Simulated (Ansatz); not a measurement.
Fields on a plane of Ni (hcp, Mg type)

```xyz
2
Lattice="2.4468 0.0000 0.0000 -1.2234 2.1190 0.0000 0.0000 0.0000 4.0174" Properties=species:S:1:pos:R:3 pbc="T T T"
Ni     0.0000     1.4127     1.0043
Ni     1.2234     0.7063     3.0130
```

The slice is a (-1 1 0 2) plane (indices of the conventional cell) through the point (0.333, 0.667, 0.250) (fractional), spanned by u = [110] and v = [1 -1 1] in vectors of this cell: u (2.45 Å) and v (5.84 Å, at 90° to u). It covers one period; positions are fractions (u, v).

Atoms on it: Ni at (0.00, 0.00). Other atoms lie within 1 Å of the plane.

The numbers are results of PBEsol (plane waves to 420 eV, PAW, scalar-relativistic; Ansatz, an electronic-structure program), not measurements. k mesh 22×22×12. These are valence fields of a PAW run, semicore shells included where kept as valence: close to a nucleus they are smooth pseudo fields. Ni was relaxed with its symmetry unable to fall. Relaxed Ni ends ferromagnetic. This is one of several known forms of Ni; the measured ambient cells at hand have space group No. 225. Other magnetic orders were not checked, so this need not be the ground state.

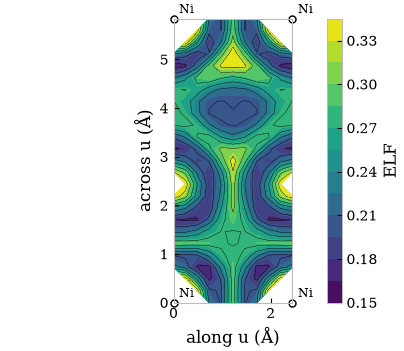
*ELF of the down spins, one period of the plane, atoms marked. Points within 0.5 Å of a nucleus are left white, as the pseudised field means little there.*

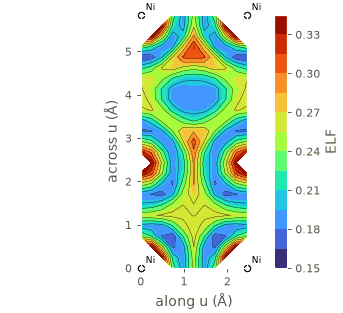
Figure: Electron localisation function (ELF), one period of the plane, atoms marked. Points within 0.5 Å of a nucleus are left white, as the pseudised field means little there.

The density on the Ni–Ni line (2.45 Å) at its midpoint comes out as 0.34 e/Å³. The ELF at that point comes out as 0.25.
